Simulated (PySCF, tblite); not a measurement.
# C4HCl3FO radical: geometry, infrared bands and EPR parameters

What infrared bands and EPR parameters should C4HCl3FO radical (`O=C=C([CH]F)C(Cl)(Cl)Cl`) show?

The runs use tblite 0.8.0 and PySCF 2.14.0, with density-fitted response routines of our own; the level of theory stands in each step. All values are computed, except where a source is named. Atoms are numbered from 0 throughout.

## 1. The molecule as given

10 atoms, charge 0, multiplicity 2; geometry from: force field or distance geometry start.

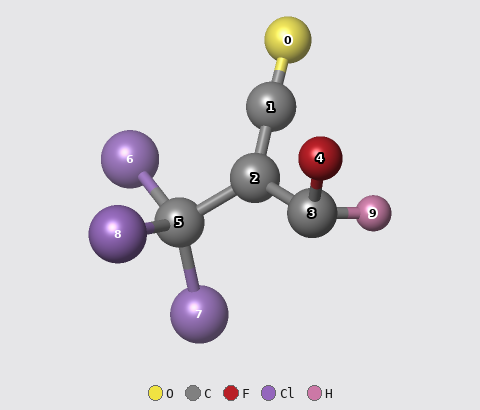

The starting geometry (oxygen yellow, carbon grey, fluorine red, chlorine purple, hydrogen pink), atoms numbered.

## 2. Relaxing the molecule with GFN2-xTB

The job: settings as JSON, then the geometry in Å.

```
{"job": {"kind": "relax", "xc": "GFN2-xTB", "basis": "xTB"}, "charge": 0, "multiplicity": 2}
O      0.595900     2.550000    -0.654600
C      0.375900     1.359800    -0.362400
C      0.177000     0.084100    -0.045400
C      1.349000    -0.795000     0.203400
F      2.100100    -0.236900     1.258700
C     -1.237300    -0.452900     0.031500
Cl    -2.303600     0.925900    -0.345600
Cl    -1.551800    -1.712300    -1.134600
Cl    -1.532300    -1.005400     1.700300
H      2.036000    -0.712700    -0.673800
```

Run with:

```sh
$ OMP_NUM_THREADS=1 python probes_run.py task.json out
```

This one command runs all jobs of the session in turn.

**Question.** This job is followed by: GFN2-xTB harmonic vibrations, gas phase; UKS B3LYP, pcH-1 on C Cl F H O, non-relativistic, mean-field spin-orbit, GIAO. What will the session give for the following? strongest single infrared mode (GFN2-xTB); zero-point energy (GFN2-xTB); g(iso) (B3LYP); ⟨S²⟩; largest a(iso) (averaged by class); surface potential, least and greatest.

**Answer**, as computed:

| quantity | value |
| --- | --- |
| strongest single infrared mode (GFN2-xTB) | 2222 cm⁻¹, 824 km/mol |
| zero-point energy (GFN2-xTB) | 23.8 kcal/mol |
| g(iso) (B3LYP) | 2.00306 |
| ⟨S²⟩ | 0.763 (exact 0.75) |
| largest a(iso) (averaged by class) | 19F on F4, 116.8 MHz |
| surface potential, least and greatest | -0.49 V and 1.33 V |

In words: Relaxing lowered the energy by 1.459 eV in 63 steps; the close pair that moved most is O0–C1, from 1.245 to 1.158 Å. All 24 modes are real, so the xTB geometry is a minimum. The strongest single mode, at 2222 cm⁻¹, moves mainly C1. GFN2-xTB is a fitted tight-binding method: band positions and strengths are rough. Its intensities can rank the bands wrongly. The largest share of the spin, 0.78 e, sits on C3. The isotropic g lies 0.7 ppt above the free-electron value.
